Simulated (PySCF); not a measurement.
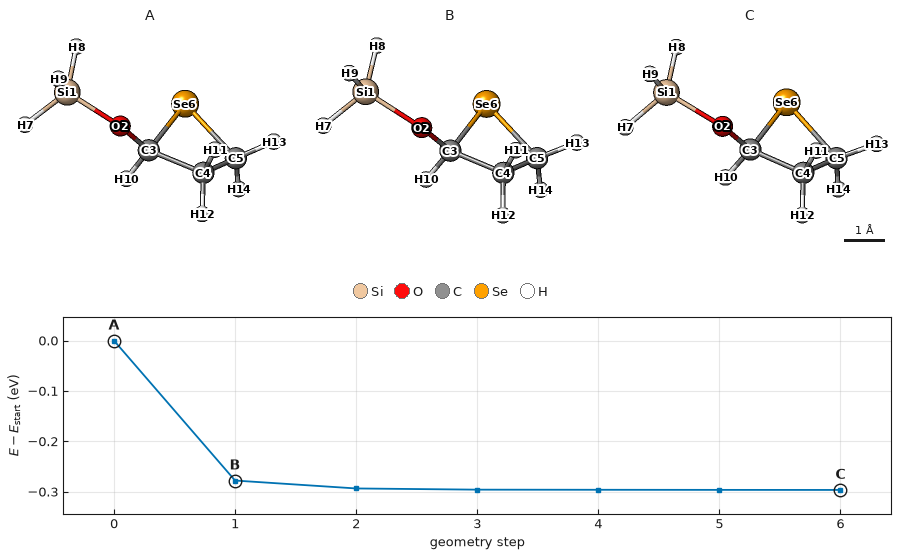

Frames of a relaxation of C$_{3}$H$_{8}$OSeSi, marked on the history of the run. The picture is a ball-and-stick view, seen from a free direction.

The start comes from GFN2-xTB. Its atoms were then displaced at random by about 0.01 Å.

The calculation used PySCF, PBE0-D3(BJ)/def2-SVP geometry optimisation, gas phase. 

### What happens along the run?

The atom that moves furthest after the best rigid fit is H9 (0.25 Å). By element the largest moves are H 0.25 Å, O 0.11 Å, Se 0.09 Å, C 0.05 Å, Si 0.03 Å. Some distances before and after: Si1–O2 1.598 → 1.676 Å, C4–C5 1.491 → 1.529 Å, O2–C3 1.338 → 1.375 Å, C3–C4 1.557 → 1.524 Å. Bond angles that change, for instance: O2–Si1–H9 99.3° → 106.2°, Si1–O2–C3 128.9° → 123.3°, H8–Si1–H9 114.8° → 111.2°. The energy falls by 0.296 eV in 6 geometry steps. From step 0 to 1: H9 moves most (0.27 Å), energy −0.278 eV. From step 1 to 6: H7 moves most (0.07 Å), energy −0.019 eV.

```tsv
step	E − E(0), eV
0	0.0000
1	-0.2777
2	-0.2934
3	-0.2958
4	-0.2960
5	-0.2962
6	-0.2964
```
